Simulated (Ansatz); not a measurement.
# ClFH3Si2 (charge +1): what the fields show

Input file:

```
crystal:
  periodic: [false, false, false]
  atoms:
    - symbol: Cl
      position_ang: [-0.917673, -1.033358, -2.503972]
    - symbol: F
      position_ang: [-2.710286, -1.321211, 0.042800]
    - symbol: Si
      position_ang: [-1.853554, -0.184259, -0.649437]
    - symbol: Si
      position_ang: [0.402352, -0.471515, -0.733202]
    - symbol: H
      position_ang: [-2.623304, 1.000560, -1.036051]
    - symbol: H
      position_ang: [0.983227, -1.726208, -0.235636]
    - symbol: H
      position_ang: [1.268575, 0.625955, -1.186247]
basis:
  gaussian:
    orbitals: def2-TZVPD
total_charge: 1
hamiltonian:
  xc: {name: PBE0}
output: {forces: true, orbitals: {seedname: orbitals}}
```

Run with:

```sh
ansatz run input.yaml --threads 2 --pin off --max-ram 4350MiB --events-out events.jsonl --progress --plain --runs-dir runs
```

Geometry: B3LYP-D3(BJ)/6-311G**.

Theory: isolated molecule in a Gaussian basis; Kohn-Sham density functional theory, functional PBE0 in Ansatz 0.2.0.

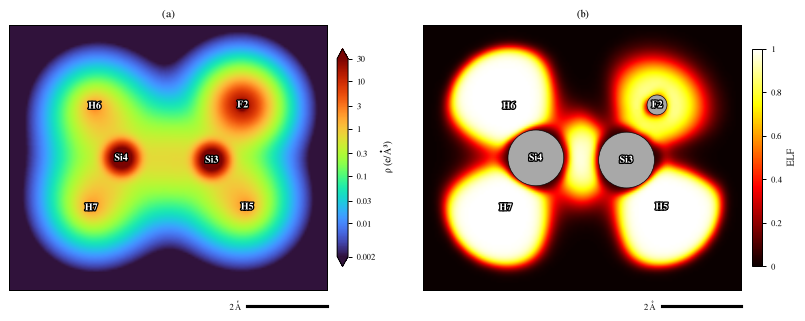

Figure 1. (a) electron density; (b) electron localisation function on the plane of atoms Si3, Si4 and H6. Grey discs cover the atomic cores in the ELF map.

Q: Describe what can be read from this map.

A: The section cuts through F, Si and H sites.
Si–F (1.58 Å): ρ is about 1.2 e/Å³ halfway; the ELF peaks at about 0.85 in the valence shell of F, 0.6 Å from its nucleus, and is about 0.55 at the midpoint.
Si–Si (2.28 Å): the density is about 0.66 e/Å³ at the midpoint; the ELF peaks at about 0.95 between the atoms, as expected for a covalent bond.
Si–H (1.46 Å): ρ at the midpoint is about 0.9 e/Å³; the ELF climbs to about 1 towards the hydrogen, as it does in any bond to H.
The ELF also peaks beside F2, away from the bonds: lone-pair regions.

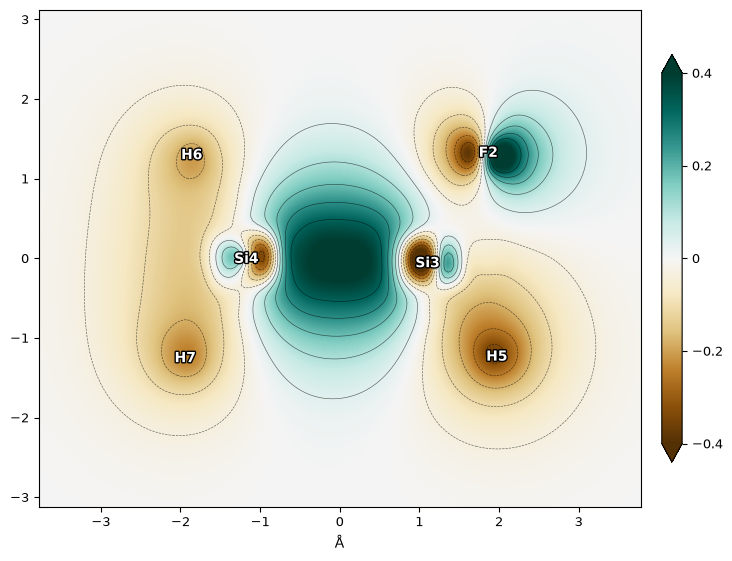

Figure 2. The HOMO on the plane of atoms Si3, Si4 and H6 (values in Å⁻³ᐟ²; the overall sign is arbitrary).

Q: Where does this orbital lie, and at what energy?

A: Its weight (Hirshfeld) is mainly on Si4 (about 35 %), Si3 (about 30 %), Cl1 (about 20 %) and F2 (about 5 %). Its energy is −14.21 eV.

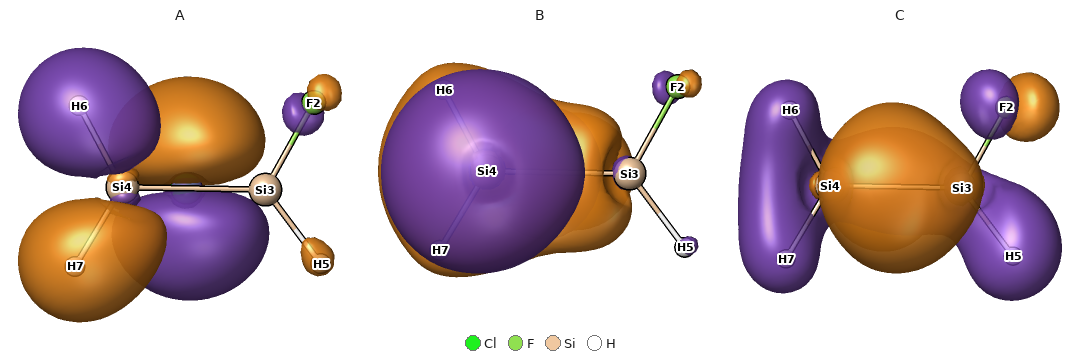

Figure 3. Three frontier orbitals at ±0.08 Å⁻³ᐟ² (orange and purple are the two phases), in no order.

Q: Order the three orbitals by energy and name them.

A: A is the HOMO−1 (−15.41 eV). By Hirshfeld shares it lies mainly on Cl1 (about 60 %), Si4 (about 15 %), H6 (about 10 %) and H7 (about 10 %). C is the HOMO (−14.21 eV). By Hirshfeld shares it lies mainly on Si4 (about 35 %), Si3 (about 30 %), Cl1 (about 20 %) and F2 (about 5 %). B is the LUMO (−7.03 eV). By Hirshfeld shares it lies mainly on Si4 (about 60 %), Cl1 (about 20 %) and Si3 (about 10 %).

Q: What is the HOMO–LUMO gap?

A: 7.18 eV between the orbital energies.
